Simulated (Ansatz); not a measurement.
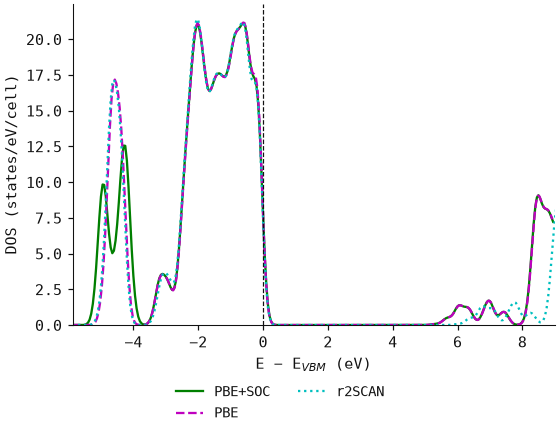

Total densities of states of Ca3CdF8, space group Cmmm (No. 65), 12 atoms in the cell, fluorite host type, by three methods on the same cell. The curves are built from the levels of the k mesh with Gaussians 0.3 eV wide, which also blur the band edges. Each is counted from its own valence-band top.

### How do the methods compare?

PBE+SOC gives a gap of 5.32 eV, PBE gives a gap of 5.33 eV and r2SCAN gives a gap of 6.02 eV.

Settings. PBE+SOC: DFT, PBE with spin-orbit coupling, plane waves, PAW, 4×4×6 k mesh, 420 eV cutoff (Ansatz). PBE: DFT, PBE, plane waves, PAW, no spin polarisation, 4×4×6 k mesh, 420 eV cutoff (Ansatz). r2SCAN: DFT, r2SCAN, plane waves, PAW, no spin polarisation, 4×4×6 k mesh, 500 eV cutoff (Ansatz 0.2.0).
